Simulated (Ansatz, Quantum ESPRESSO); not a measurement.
# The work function of Ir(100), 5 layers, one monolayer of P on bridge sites, level by level, part 3 of 6

Wanted: work functions and the surface dipole of Ir(100), 5 layers, one monolayer of P on bridge sites at several levels, with their cost.

Quantum ESPRESSO 7.5; plane-wave DFT, PBE, GBRV ultrasoft pseudopotentials; geometry and cross-check by Ansatz 0.2.0 with PAW datasets.

So far. Step 4 (Electrostatic potential): The vacuum is flat to 0.1 meV/Å, so its level is well defined. Inside the slab the curve depends on the local part of the pseudopotentials; only the vacuum level has a meaning of its own. Step 5 (Planar and running averages): Where the running mean is not flat inside, average.x's window, rounded to the grid, doesn't match the spacings there.

## (6) Valence density

The density shows how far the electrons spill into the vacuum.

Input file rho.in:

```
&inputpp
  prefix = 'scf'
  outdir = './out'
  filplot = 'rho.dat'
  plot_num = 0
/
```

Started as:

```console
> OMP_NUM_THREADS=1 mpirun -n 4 pp.x -in rho.in > rho.out
```

Output:

```text
[banner, memory and clock lines left out]
Program POST-PROC v.7.5 starts

          URL

     ./out/scf.save/

     IMPORTANT: XC functional enforced from input :
     Exchange-correlation= PBE
                           (   1   4   3   4   0   0   0)
     Any further DFT definition will be discarded
     Please, verify this is what you really want

     negative rho (up, down):  1.560E+00 0.000E+00

     Adding external electric field

     Computed dipole along edir(3) :
        Dipole                0.0441 Ry au,          0.1121 Debye
        Dipole field          0.0004 Ry au,

        Potential amp.       -0.0404 Ry
        Total length         48.4012 bohr

     Calling punch_plot, plot_num =   0
     Writing data to file  rho.dat
     Message from routine chdens:
     namelist plot not found or invalid, exiting
```

The job ended after 1 s (4 MPI ranks of Arm Neoverse V1, shared host; peak memory 0.1 GiB).

This step gave:

* electrons by integration: 80.00 e

The valence density, planar mean oscillates, so the rows of the table below give means over windows of 2 Å about each position, cut where the curve ends. Its maxima inside the range that stand out by 2 % of the span (Å: e/Å³): 8.0: 1.48, 8.6: 1.53, 10.0: 1.52, 10.4: 1.52, 11.9: 1.53, 12.3: 1.51, 13.9: 1.50, 14.3: 1.52, 15.8: 1.51, 16.3: 1.52. Its minima: 8.3: 1.36, 9.2: 0.501, 10.2: 1.37, 11.2: 0.503, 12.1: 1.37, 13.1: 0.476, 14.1: 1.37, 15.1: 0.433, 16.1: 1.35.

Mean over planes. Valence density, planar mean against z; means over each step:

| z (Å) | valence density, planar mean (e/Å³) |
| --- | --- |
| 4 | 7.0e-5 |
| 6 | 0.0160 |
| 8 | 0.930 |
| 10 | 1.04 |
| 12 | 1.04 |
| 14 | 1.03 |
| 16 | 1.01 |
| 18 | 0.337 |
| 20 | 0.0244 |
| 22 | 5.7e-5 |

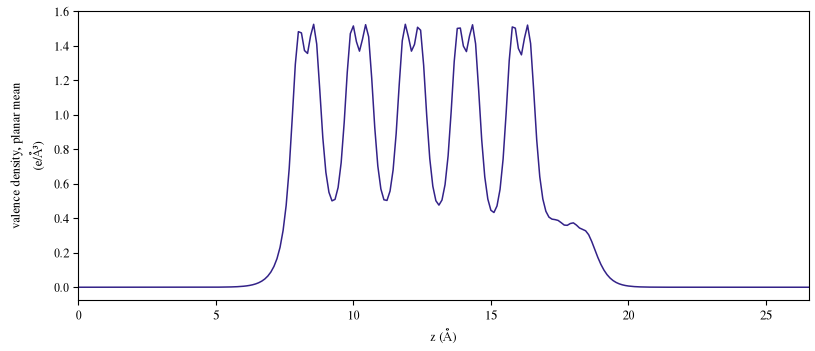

Valence density, planar mean against z.

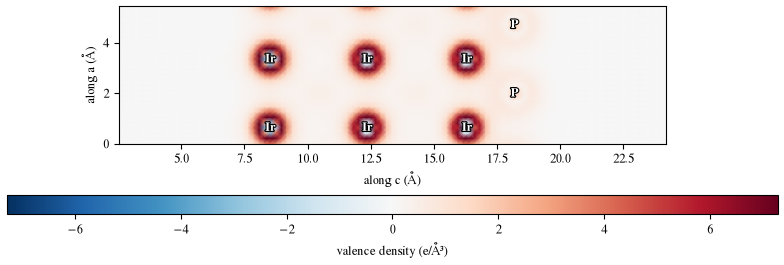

Valence density in the ca plane at fractional y = 0.000, with atoms of Ir and P within 0.2 Å of it. It is the smooth field of the valence electrons, not physical close to the nuclei. The map starts off the cell's origin, so that atoms lie inside it. The far vacuum is left out of the map.

The density integrates to 80.000 electrons, as the 80 of the input ask.

## (7) Projections on atomic orbitals

projwfc.x splits the states by atom and orbital; the spilling says how much the atomic basis misses.

Input file pdos.in:

```
&projwfc
  prefix = 'scf'
  outdir = './out'
  filpdos = 'pdos'
  Emin = -1.293
  Emax = 10.707
  DeltaE = 0.1
  ngauss = 0
  degauss = 0.01
/
```

Started as:

```console
> OMP_NUM_THREADS=1 mpirun -n 4 projwfc.x -in pdos.in > pdos.out
```

Output:

```text
[banner, memory and clock lines left out]
Program PROJWFC v.7.5 starts

          URL

     ./out/scf.save/

     IMPORTANT: XC functional enforced from input :
     Exchange-correlation= PBE
                           (   1   4   3   4   0   0   0)
     Any further DFT definition will be discarded
     Please, verify this is what you really want

     negative rho (up, down):  1.560E+00 0.000E+00

     Adding external electric field

     Computed dipole along edir(3) :
        Dipole                0.0441 Ry au,          0.1121 Debye
        Dipole field          0.0004 Ry au,

        Potential amp.       -0.0404 Ry
        Total length         48.4012 bohr

     Gaussian broadening (read from input): ngauss,degauss=   0    0.010000

     Calling projwave ....
     one sub-group per band group will be used

     linear algebra parallelized on   4 procs

  Problem Sizes
  natomwfc =           64
  nx       =           32
  nbnd     =           48
  nkstot   =           52
  npwx     =         1446
  nkb      =          123

     Atomic states used for projection
     (read from pseudopotential files):

     state #   1: atom   1 (Ir ), wfc  1 (l=1 m= 1)
     state #   2: atom   1 (Ir ), wfc  1 (l=1 m= 2)
     state #   3: atom   1 (Ir ), wfc  1 (l=1 m= 3)
     state #   4: atom   1 (Ir ), wfc  2 (l=2 m= 1)
     state #   5: atom   1 (Ir ), wfc  2 (l=2 m= 2)
     state #   6: atom   1 (Ir ), wfc  2 (l=2 m= 3)
     state #   7: atom   1 (Ir ), wfc  2 (l=2 m= 4)
     state #   8: atom   1 (Ir ), wfc  2 (l=2 m= 5)
     state #   9: atom   1 (Ir ), wfc  3 (l=0 m= 1)
     state #  10: atom   1 (Ir ), wfc  4 (l=1 m= 1)
     state #  11: atom   1 (Ir ), wfc  4 (l=1 m= 2)
     state #  12: atom   1 (Ir ), wfc  4 (l=1 m= 3)
     state #  13: atom   2 (Ir ), wfc  1 (l=1 m= 1)
     state #  14: atom   2 (Ir ), wfc  1 (l=1 m= 2)
     state #  15: atom   2 (Ir ), wfc  1 (l=1 m= 3)
     state #  16: atom   2 (Ir ), wfc  2 (l=2 m= 1)
     state #  17: atom   2 (Ir ), wfc  2 (l=2 m= 2)
     state #  18: atom   2 (Ir ), wfc  2 (l=2 m= 3)
     state #  19: atom   2 (Ir ), wfc  2 (l=2 m= 4)
     state #  20: atom   2 (Ir ), wfc  2 (l=2 m= 5)
     state #  21: atom   2 (Ir ), wfc  3 (l=0 m= 1)
     state #  22: atom   2 (Ir ), wfc  4 (l=1 m= 1)
     state #  23: atom   2 (Ir ), wfc  4 (l=1 m= 2)
     state #  24: atom   2 (Ir ), wfc  4 (l=1 m= 3)
     state #  25: atom   3 (Ir ), wfc  1 (l=1 m= 1)
     state #  26: atom   3 (Ir ), wfc  1 (l=1 m= 2)
     state #  27: atom   3 (Ir ), wfc  1 (l=1 m= 3)
     state #  28: atom   3 (Ir ), wfc  2 (l=2 m= 1)
     state #  29: atom   3 (Ir ), wfc  2 (l=2 m= 2)
     state #  30: atom   3 (Ir ), wfc  2 (l=2 m= 3)
     state #  31: atom   3 (Ir ), wfc  2 (l=2 m= 4)
     state #  32: atom   3 (Ir ), wfc  2 (l=2 m= 5)
     state #  33: atom   3 (Ir ), wfc  3 (l=0 m= 1)
     state #  34: atom   3 (Ir ), wfc  4 (l=1 m= 1)
     state #  35: atom   3 (Ir ), wfc  4 (l=1 m= 2)
     state #  36: atom   3 (Ir ), wfc  4 (l=1 m= 3)
     state #  37: atom   4 (Ir ), wfc  1 (l=1 m= 1)
     state #  38: atom   4 (Ir ), wfc  1 (l=1 m= 2)
     state #  39: atom   4 (Ir ), wfc  1 (l=1 m= 3)
     state #  40: atom   4 (Ir ), wfc  2 (l=2 m= 1)
     state #  41: atom   4 (Ir ), wfc  2 (l=2 m= 2)
     state #  42: atom   4 (Ir ), wfc  2 (l=2 m= 3)
     state #  43: atom   4 (Ir ), wfc  2 (l=2 m= 4)
     state #  44: atom   4 (Ir ), wfc  2 (l=2 m= 5)
     state #  45: atom   4 (Ir ), wfc  3 (l=0 m= 1)
     state #  46: atom   4 (Ir ), wfc  4 (l=1 m= 1)
     state #  47: atom   4 (Ir ), wfc  4 (l=1 m= 2)
     state #  48: atom   4 (Ir ), wfc  4 (l=1 m= 3)
     state #  49: atom   5 (Ir ), wfc  1 (l=1 m= 1)
     state #  50: atom   5 (Ir ), wfc  1 (l=1 m= 2)
     state #  51: atom   5 (Ir ), wfc  1 (l=1 m= 3)
     state #  52: atom   5 (Ir ), wfc  2 (l=2 m= 1)
     state #  53: atom   5 (Ir ), wfc  2 (l=2 m= 2)
     state #  54: atom   5 (Ir ), wfc  2 (l=2 m= 3)
     state #  55: atom   5 (Ir ), wfc  2 (l=2 m= 4)
     state #  56: atom   5 (Ir ), wfc  2 (l=2 m= 5)
     state #  57: atom   5 (Ir ), wfc  3 (l=0 m= 1)
     state #  58: atom   5 (Ir ), wfc  4 (l=1 m= 1)
     state #  59: atom   5 (Ir ), wfc  4 (l=1 m= 2)
     state #  60: atom   5 (Ir ), wfc  4 (l=1 m= 3)
     state #  61: atom   6 (P  ), wfc  1 (l=0 m= 1)
     state #  62: atom   6 (P  ), wfc  2 (l=1 m= 1)
     state #  63: atom   6 (P  ), wfc  2 (l=1 m= 2)
     state #  64: atom   6 (P  ), wfc  2 (l=1 m= 3)

[... projections of each state ...]
Lowdin Charges:

     Atom #   1: total charge =  14.9771, s =  0.4216,
     Atom #   1: total charge =  14.9771, p =  6.8360, pz=  2.2025, px=  2.3168, py=  2.3167,
     Atom #   1: total charge =  14.9771, d =  7.7195, dz2=  1.6368, dxz=  1.5368, dyz=  1.5399, dx2-y2=  1.4921, dxy=  1.5139,
     Atom #   2: total charge =  14.9947, s =  0.3288,
     Atom #   2: total charge =  14.9947, p =  7.0360, pz=  2.3688, px=  2.3340, py=  2.3332,
     Atom #   2: total charge =  14.9947, d =  7.6298, dz2=  1.6368, dxz=  1.4450, dyz=  1.4501, dx2-y2=  1.4940, dxy=  1.6040,
     Atom #   3: total charge =  14.9831, s =  0.3249,
     Atom #   3: total charge =  14.9831, p =  7.0145, pz=  2.3414, px=  2.3378, py=  2.3352,
     Atom #   3: total charge =  14.9831, d =  7.6438, dz2=  1.6233, dxz=  1.4732, dyz=  1.4582, dx2-y2=  1.4572, dxy=  1.6319,
     Atom #   4: total charge =  15.0373, s =  0.3326,
     Atom #   4: total charge =  15.0373, p =  7.0226, pz=  2.3465, px=  2.3347, py=  2.3413,
     Atom #   4: total charge =  15.0373, d =  7.6822, dz2=  1.6105, dxz=  1.4967, dyz=  1.4780, dx2-y2=  1.4755, dxy=  1.6214,
     Atom #   5: total charge =  15.3565, s =  0.4074,
     Atom #   5: total charge =  15.3565, p =  7.1427, pz=  2.4073, px=  2.3805, py=  2.3548,
     Atom #   5: total charge =  15.3565, d =  7.8065, dz2=  1.4942, dxz=  1.4995, dyz=  1.6619, dx2-y2=  1.4499, dxy=  1.7010,
     Atom #   6: total charge =   4.5138, s =  1.5031,
     Atom #   6: total charge =   4.5138, p =  3.0107, pz=  1.1716, px=  0.8601, py=  0.9790,
     Atom #   6: total charge =   4.5138, d =  0.0000, dz2=  0.0000, dxz=  0.0000, dyz=  0.0000, dx2-y2=  0.0000, dxy=  0.0000,
     Spilling Parameter:   0.0017
```

The job ended after 2.8 s (4 MPI ranks; peak memory 0.21 GiB; 11 s of CPU time).

This step gave:

| Item | Value |
| --- | --- |
| spilling of the projection | 0.0017 |

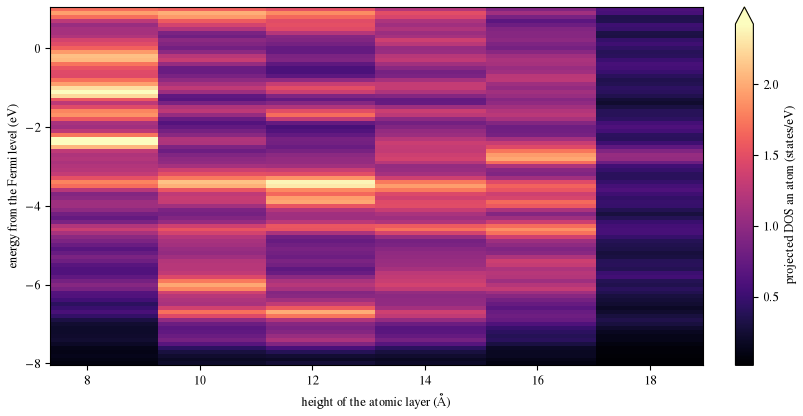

Projected DOS an atom over height of the atomic layer and energy from the Fermi level. Columns are the atomic layers from the bottom up.

The atomic orbitals miss 0.2 % of the occupied states; for empty states the projections can miss much more.

## (8) SCF with pw.x: open boundaries by the effective screening medium

Open boundaries by another road: assume_isolated = 'esm' with bc1, the slab centred on z = 0.

Input file esm.in:

```
&control
  prefix = 'esm'
  outdir = './out'
  pseudo_dir = './pseudo'
  calculation = 'scf'
  tprnfor = .true.
/
&system
  ibrav = 0
  nat = 6
  ntyp = 2
  ecutwfc = 40
  ecutrho = 200
  occupations = 'smearing'
  smearing = 'mv'
  degauss = 0.02
  assume_isolated = 'esm'
  esm_bc = 'bc1'
/
&electrons
  conv_thr = 1e-07
  mixing_beta = 0.4
  electron_maxstep = 120
  mixing_mode = 'local-TF'
/
ATOMIC_SPECIES
  Ir  192.2170  ir_pbe_v1.2.uspp.F.UPF
  P   30.9738  p_pbe_v1.5.uspp.F.UPF
CELL_PARAMETERS angstrom
  2.71529003980000 0.00000000000000 0.00000000000000
  0.00000000000000 2.71529003980000 0.00000000000000
  0.00000000000000 0.00000000000000 26.68000000000000
ATOMIC_POSITIONS crystal
  Ir  0.000000000000 0.000000000000 -0.181530649793
  Ir  0.500000000000 0.500000000000 -0.109566631793
  Ir  0.000000000000 0.000000000000 -0.037602613793
  Ir  0.500000000000 0.500000000000 0.035391403978
  Ir  0.000000000000 0.000000000000 0.110415675896
  P   0.500000000000 0.000000000000 0.181530649793
K_POINTS automatic
  10 10 1 0 0 0
```

Started as:

```console
> OMP_NUM_THREADS=1 mpirun -n 4 pw.x -nk 4 -in esm.in > esm.out
```

Output:

```text
[banner, memory and clock lines left out]
Program PWSCF v.7.5 starts
[citation notice left out]

[...]
Message from routine setup:
[...]
bravais-lattice index     =            0
     lattice parameter (alat)  =       5.1312  a.u.
     unit-cell volume          =    1327.4399 (a.u.)^3
     number of atoms/cell      =            6
     number of atomic types    =            2
     number of electrons       =        80.00
     number of Kohn-Sham states=           48
     kinetic-energy cutoff     =      40.0000  Ry
     charge density cutoff     =     200.0000  Ry
     scf convergence threshold =      1.0E-07
     mixing beta               =       0.4000
     number of iterations used =            8  local-TF  mixing
     Exchange-correlation=  SLA  PW   PBX  PBC
                           (   1   4   3   4   0   0   0)

     Effective Screening Medium Method
     Boundary Conditions: Vacuum-Slab-Vacuum
     total charge in unit cell        =   0.0000
     grid points for fit at edges     =        4

[...]
PseudoPot. # 1 for Ir read from file:
     ./pseudo/ir_pbe_v1.2.uspp.F.UPF
     Pseudo is Ultrasoft + core correction, Zval = 15.0
     Generated by new atomic code, or converted to UPF format
     Using radial grid of  983 points,  7 beta functions with:
                l(1) =   0
                l(2) =   0
                l(3) =   1
                l(4) =   1
                l(5) =   1
                l(6) =   2
                l(7) =   2
     Q(r) pseudized with  8 coefficients,  rinner =    1.400   1.400   1.400
                                                       1.400   1.400

     PseudoPot. # 2 for P  read from file:
     ./pseudo/p_pbe_v1.5.uspp.F.UPF
     Pseudo is Ultrasoft + core correction, Zval =  5.0
     Generated by new atomic code, or converted to UPF format
     Using radial grid of  903 points,  6 beta functions with:
                l(1) =   0
                l(2) =   0
                l(3) =   1
                l(4) =   1
                l(5) =   2
                l(6) =   2
     Q(r) pseudized with  8 coefficients,  rinner =    1.300   1.300   1.300
                                                       1.300   1.300

     atomic species   valence    mass     pseudopotential
     Ir               15.00   192.21700     Ir( 1.00)
     P                 5.00    30.97380     P ( 1.00)

      4 Sym. Ops. (no inversion) found

[...]
number of k points=    36  Marzari-Vanderbilt smearing, width (Ry)=  0.0200
[...]
Dense  grid:    63583 G-vectors     FFT dimensions: (  24,  24, 240)

     Smooth grid:    45511 G-vectors     FFT dimensions: (  24,  24, 216)

     Initial potential from superposition of free atoms

     starting charge      77.4997, renormalised to      80.0000

     negative rho (up, down):  1.843E+00 0.000E+00
     Starting wfcs are   64 randomized atomic wfcs

     per-process dynamical memory:    87.1 Mb

     Self-consistent Calculation

     iteration #  1     ecut=    40.00 Ry     beta= 0.40
     Davidson diagonalization with overlap
     c_bands:  4 eigenvalues not converged
     c_bands:  2 eigenvalues not converged
     c_bands:  2 eigenvalues not converged
     c_bands:  4 eigenvalues not converged
     c_bands:  3 eigenvalues not converged
     c_bands:  1 eigenvalues not converged
     c_bands:  2 eigenvalues not converged
     c_bands:  3 eigenvalues not converged
     ethr =  1.00E-02,  avg # of iterations = 12.2

     negative rho (up, down):  1.769E+00 0.000E+00

     total energy              =    -916.90888628 Ry
     estimated scf accuracy    <     428.20097572 Ry

     iteration #  2     ecut=    40.00 Ry     beta= 0.40
[...]
negative rho (up, down):  1.657E+00 0.000E+00

[...]
total energy              =    -922.94281122 Ry
     estimated scf accuracy    <      16.91383041 Ry

     iteration #  3     ecut=    40.00 Ry     beta= 0.40
[...]
negative rho (up, down):  1.492E+00 0.000E+00

[...]
total energy              =    -921.42557787 Ry
     estimated scf accuracy    <      14.97299592 Ry

     iteration #  4     ecut=    40.00 Ry     beta= 0.40
[...]
c_bands:  1 eigenvalues not converged
     c_bands:  3 eigenvalues not converged
[...]
negative rho (up, down):  1.528E+00 0.000E+00

[...]
total energy              =    -924.84232686 Ry
     estimated scf accuracy    <      29.14382449 Ry

     iteration #  5     ecut=    40.00 Ry     beta= 0.40
[...]
negative rho (up, down):  1.556E+00 0.000E+00

[...]
total energy              =    -924.62926556 Ry
     estimated scf accuracy    <      15.53559328 Ry

     iteration #  6     ecut=    40.00 Ry     beta= 0.40
[...]
negative rho (up, down):  1.564E+00 0.000E+00

[...]
total energy              =    -924.41755193 Ry
     estimated scf accuracy    <      11.90689272 Ry

[...]
iteration # 41     ecut=    40.00 Ry     beta= 0.40
[...]
negative rho (up, down):  1.572E+00 0.000E+00

[...]
total energy              =    -924.29319876 Ry
     estimated scf accuracy    <       0.00000046 Ry

     iteration # 42     ecut=    40.00 Ry     beta= 0.40
[...]
negative rho (up, down):  1.572E+00 0.000E+00

[...]
total energy              =    -924.29320376 Ry
     estimated scf accuracy    <       0.00000234 Ry

     iteration # 43     ecut=    40.00 Ry     beta= 0.40
[...]
negative rho (up, down):  1.572E+00 0.000E+00

[...]
total energy              =    -924.29323862 Ry
     estimated scf accuracy    <       0.00000013 Ry

     iteration # 44     ecut=    40.00 Ry     beta= 0.40
[...]
negative rho (up, down):  1.572E+00 0.000E+00

[...]
End of self-consistent calculation

          k = 0.0000 0.0000 0.0000 (  5709 PWs)   bands (ev):

   -55.1956 -54.9465 -54.8089 -54.8084 -54.7771 -54.6706 -54.6689 -54.5668
   -54.5569 -54.5316 -54.4630 -54.2246 -54.0240 -53.9618 -53.9612 -18.6569
   -15.5881 -14.1465 -12.9296 -12.6263 -12.1981 -12.1160 -11.5036 -10.7644
    -9.9129  -9.2528  -8.8557  -8.7457  -8.6889  -8.1003  -7.8057  -7.7321
    -7.5009  -6.9876  -6.7009  -6.6959  -6.1645  -6.1280  -5.6285  -5.5238
    -5.3580  -5.1147  -4.6114  -4.2767  -4.2218  -4.1847  -3.9827  -0.9966

          k = 0.0000 0.1000 0.0000 (  5669 PWs)   bands (ev):

   -55.1837 -54.9649 -54.8371 -54.8005 -54.7841 -54.7042 -54.6684 -54.5794
   -54.5631 -54.5426 -54.4629 -54.2621 -54.0212 -53.9988 -53.9592 -18.4883
   -15.3117 -13.9161 -12.7181 -12.4594 -11.9866 -11.9128 -11.2819 -10.5779
    -9.8079  -9.1403  -8.8850  -8.7938  -8.6656  -8.3022  -8.1140  -7.9961
    -7.3561  -7.1891  -6.9501  -6.6521  -6.2594  -6.2192  -6.0459  -5.5955
    -5.5890  -5.0314  -4.8792  -4.4952  -4.3172  -4.0739  -2.3984  -2.1655

[...]
the Fermi energy is    -5.2767 ev

!    total energy              =    -924.29324572 Ry
     estimated scf accuracy    <       0.00000005 Ry
     smearing contrib. (-TS)   =       0.00067539 Ry
     internal energy E=F+TS    =    -924.29392111 Ry

     The total energy is F=E-TS. E is the sum of the following terms:
     one-electron contribution =   20186.75246526 Ry
     hartree contribution      =  -10104.54715284 Ry
     xc contribution           =    -257.82462755 Ry
     ewald contribution        =  -10748.67460597 Ry

     convergence has been achieved in  44 iterations

     negative rho (up, down):  1.572E+00 0.000E+00

     Forces acting on atoms (cartesian axes, Ry/au):

     atom    1 type  1   force =     0.00000000    0.00000000    0.02157751
     atom    2 type  1   force =     0.00000000    0.00000000   -0.03531989
     atom    3 type  1   force =     0.00000000    0.00000000    0.01361368
     atom    4 type  1   force =     0.00000000    0.00000000    0.00130717
     atom    5 type  1   force =     0.00000000    0.00000000   -0.00166616
     atom    6 type  2   force =     0.00000000    0.00000000    0.00056182

     Total force =     0.043626     Total SCF correction =     0.001572

[...]
```

Run time: 4.6 min. Hardware: 4 MPI ranks; peak memory 0.73 GiB; 19 min of CPU time.

Numbers from this step:

```
free energy                                                    : -12575.6503 eV
Fermi energy                                                   : -5.277 eV
vacuum line at the lower end of the cell, over the Fermi level : 5.561 eV
vacuum line at the upper end of the cell, over the Fermi level : 4.993 eV
```

The potential energy, planar mean oscillates, so the rows of the table below give means over windows of 1.95 Å about each position, cut where the curve ends. Its maxima inside the range that stand out by 2 % of the span (Å: eV): -3.9: -3.86, -2.0: -4.33, 0.0: -3.90, 2.0: -3.40, 3.9: -2.85. Its minima: -4.9: -22.3, -2.9: -23.0, -1.0: -23.0, 0.9: -22.8, 2.9: -22.7, 4.9: -17.2.

Electrostatic potential energy of an electron; zero at the Fermi level. Potential energy, planar mean against z; means over each step:

| z (Å) | potential energy, planar mean (eV) |
| --- | --- |
| -12.37 | 5.56 |
| -10.42 | 5.56 |
| -8.47 | 5.55 |
| -6.52 | 3.50 |
| -4.57 | -13.3 |
| -2.62 | -14.1 |
| -0.67 | -13.9 |
| 1.28 | -13.6 |
| 3.23 | -13.2 |
| 5.18 | -7.52 |
| 7.13 | 4.79 |
| 9.08 | 4.99 |
| 11.03 | 4.99 |
| 12.98 | 4.99 |

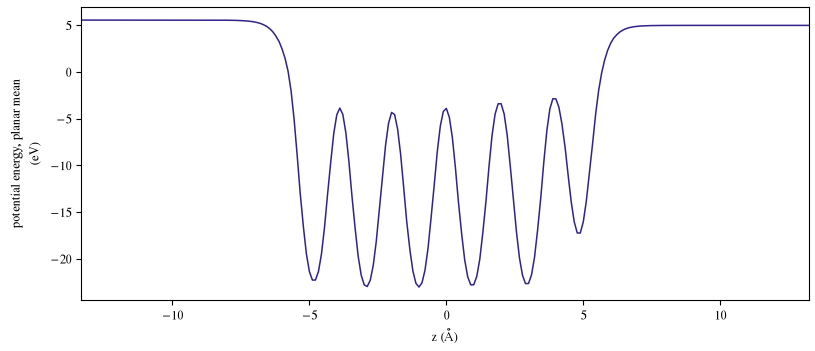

Potential energy, planar mean against z.

The vacuum levels are read from the outermost 0.7 Å of the cell on either side.

The run needed 44 iterations to bring the estimated error under 1e-07 Ry; the largest force on any atom, held or free, is 0.91 eV/Å.

The upper level is 4.993 eV against 4.991 eV from the periodic run.

(Continued in part 4 of 6.)

[Logs are printed without paths, hosts, clocks, repeated set-up lines and the standing remarks that a program may print on its own settings, such as how far it seeks lower states.]

[Hosts, paths, dates, database ids (printed as entryN), source tags and the programs' standing remarks are cut or masked in the printed files.]

[Maps of the electrostatic potential energy from Ansatz leave out the sawtooth potential of an applied field or a dipole correction, so their vacuum need not be flat; planar profiles and work functions include it.]
